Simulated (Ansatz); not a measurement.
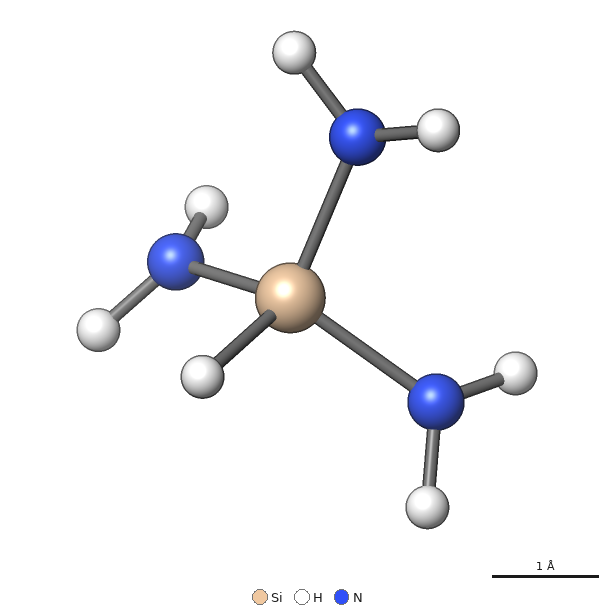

A ball-and-stick model of a molecule.

Question: Count the atoms of each element.

Answer: H7N3Si, 11 atoms: 7 hydrogen, 3 nitrogen and 1 silicon.

Question: How many sets of symmetry-equivalent atoms are there?

Answer: 7: 1 Si, 1 H, 2 N, 2 H, 1 N, 2 H, 2 H.

Question: Give the symmetry (Schoenflies symbol).

Answer: Cs.

Question: How many bonds of each kind are drawn?

Answer: 6 N–H, 3 N–Si, 1 Si–H. Sticks follow a distance rule.

The parts below concern this one geometry. Atoms keep their numbers from picture to picture. The geometry was computed by an optimisation with PBE0-D4/def2-TZVP.

**Electronic properties**

Method: RKS PBE0-D4/def2-TZVP (Ansatz 0.2.0).

Question: Give the dipole moment at this level.

Answer: 1.13 D.

Question: Estimate the dispersion correction.

Answer: −16.5 kJ/mol.

**Thermal motion**

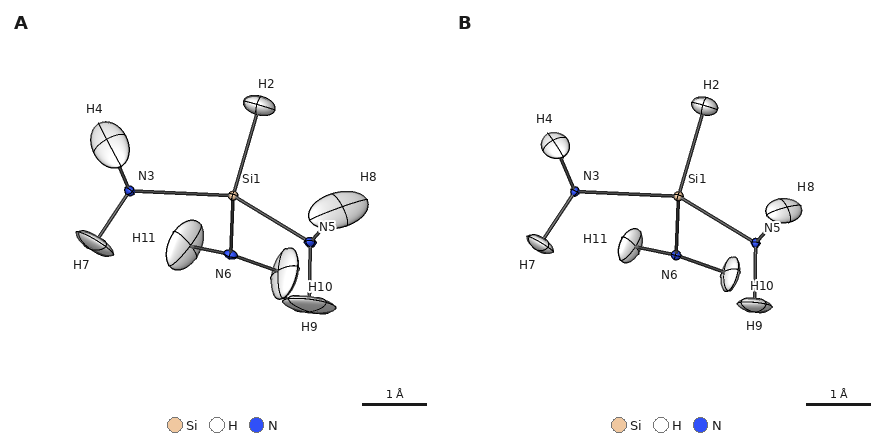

Displacement ellipsoids at the 50 % level, from the internal vibrations of the free molecule (harmonic, no overall translation or rotation; no half-axis is drawn under 0.075 Å). Vibrations computed with RKS PBE0-D4/def2-TZVP (Ansatz 0.2.0). One panel is for 0 K (zero-point motion alone), the other for 600 K.

Question: Which panel is for 600 K?

Answer: A.

Question: How much does the mean-square displacement of H7 grow, and why?

Answer: U_eq goes from 0.0250 to 0.0659 Å², a factor of 2.6. Modes below kT (417 cm⁻¹ at 600 K) grow about in proportion to T, and the lowest lies at 199 cm⁻¹; the mean-square amplitude of a mode is its zero-point value times coth(ħω/2kT), which comes close to 1 only above about 3kT.

**Charges**

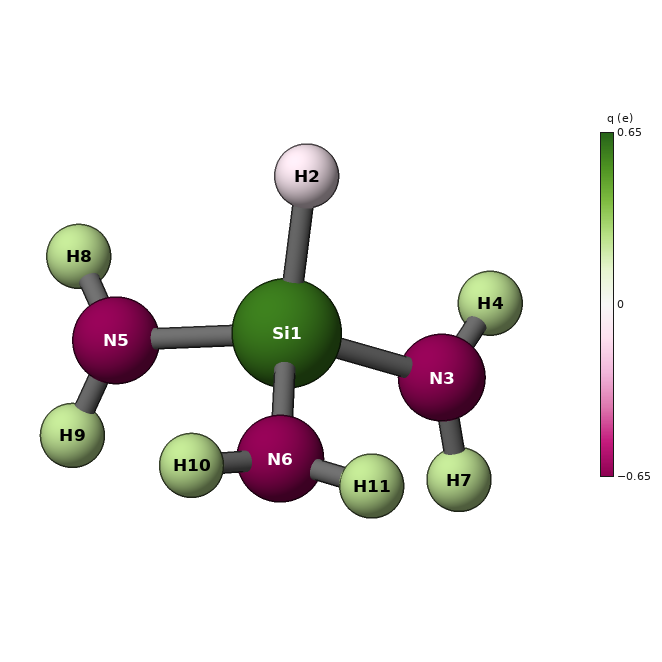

Atoms are coloured by their Mulliken charges. Method: RKS PBE0-D4/def2-TZVP (Ansatz 0.2.0).

Question: Which atom carries the highest charge (most positive or least negative)?

Answer: Si1 (0.58 e).

Question: And the lowest?

Answer: N6 (−0.64 e).

Give the Mulliken charges atom by atom.

```csv
atom,value (e)
Si1,0.58
H2,−0.08
N3,−0.63
H4,0.23
N5,−0.63
N6,−0.64
H7,0.23
H8,0.23
H9,0.23
H10,0.24
H11,0.24
```

Mulliken values depend strongly on the basis set and can even reverse the polarity of a bond.
